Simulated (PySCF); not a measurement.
# Br₂Hg···Hg: what the fields show

```yaml
atoms:
  - { symbol: Hg, position_ang: [0.0000, 0.0000, 1.1851] }
  - { symbol: Hg, position_ang: [0.0000, 0.0000, -3.2746] }
  - { symbol: Br, position_ang: [2.4434, 0.0000, 1.1971] }
  - { symbol: Br, position_ang: [-2.4434, 0.0000, 1.1971] }
```

Core potentials replace the inner electrons of Hg.

Theory: PySCF 2.14.0, RKS B3LYP, Hg def2-SVP with ECP60, Br def2-SVP; non-relativistic Hamiltonian with scalar-relativistic core potentials where named; density fitting.

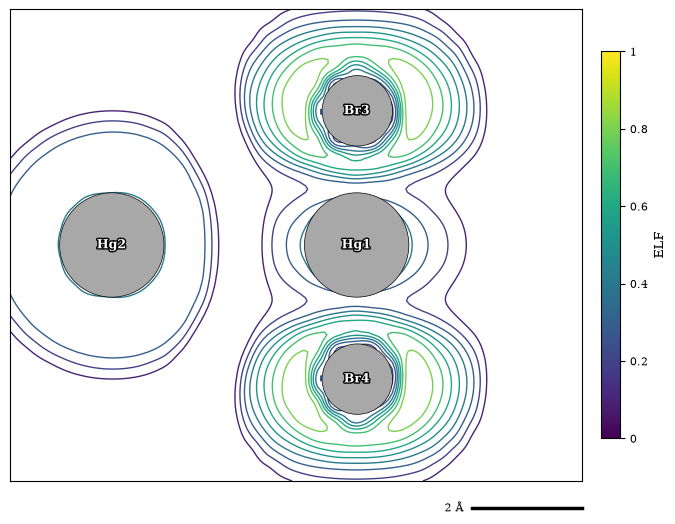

Figure 1. Electron localisation function on the molecular plane. Grey discs cover the atomic cores.

Q: What does the map show?

A: Atoms in the plane: Hg and Br. Hg1···Hg2 (4.46 Å): the ELF dips to about 0 between them (a non-bonded, intermolecular contact). Hg–Br (2.44 Å): the ELF peaks at about 0.60 in the valence shell of Br, 1.0 Å from its nucleus, and is about 0.40 at the midpoint. The ELF also peaks beside Br4 and Br3, away from the bonds: lone-pair regions.

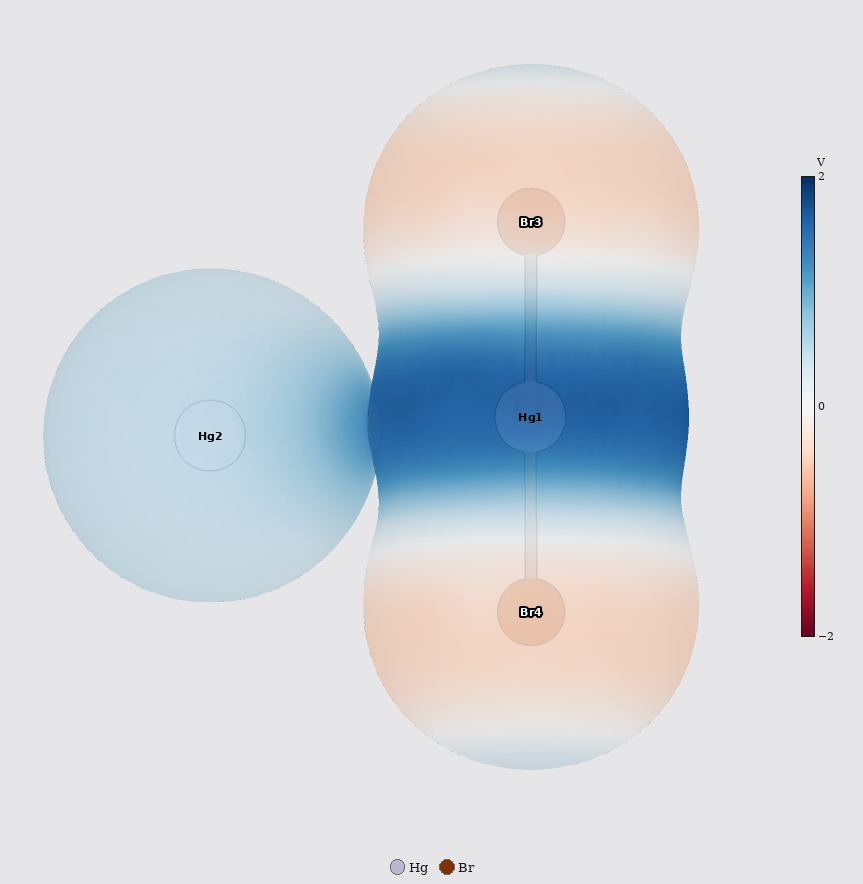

Figure 2. The electrostatic potential painted on the density surface at 0.002 e/bohr³, seen at a tilt; the colour scale runs from red (negative) to blue (positive).

Q: Where is the surface potential most negative and most positive?

A: The most negative region (about −0.4 V, or −9 kcal/mol for a unit charge) lies over Br3 and Br4, the most positive (about +1.7 V, or +39 kcal/mol for a unit charge) over Hg1. Br3 shows a σ-hole: about +0.4 V, or +9 kcal/mol for a unit charge at the tip opposite its bond, against about −0.4 V, or −9 kcal/mol for a unit charge on its flanks. Br4 shows a σ-hole: about +0.3 V, or +7 kcal/mol for a unit charge at the tip opposite its bond, against about −0.4 V, or −9 kcal/mol for a unit charge on its flanks.

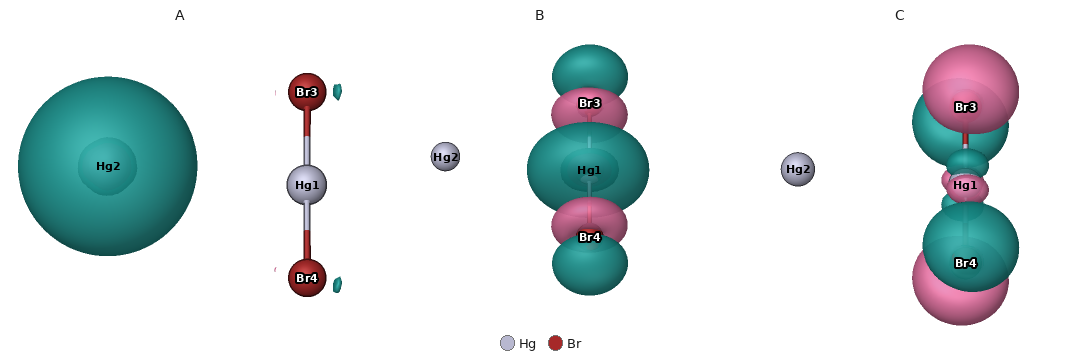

Figure 3. Three frontier orbitals at ±0.08 Å⁻³ᐟ² (teal and pink are the two phases), in no order.

Q: Which picture is the HOMO−1, the HOMO and the LUMO?

A: C is the HOMO−1 (−7.94 eV). Its weight (Hirshfeld) is mainly on Br4 (about 45 %), Br3 (about 45 %) and Hg1 (about 5 %); it changes sign across the molecular plane (π type). A is the HOMO (−7.60 eV). Its weight (Hirshfeld) is mainly on Hg2 (about 95 %). B is the LUMO (−2.98 eV). By Hirshfeld shares it lies mainly on Hg1 (about 45 %), Br3 (about 30 %) and Br4 (about 30 %).

Q: What is the HOMO–LUMO gap?

A: 4.62 eV between the orbital energies.
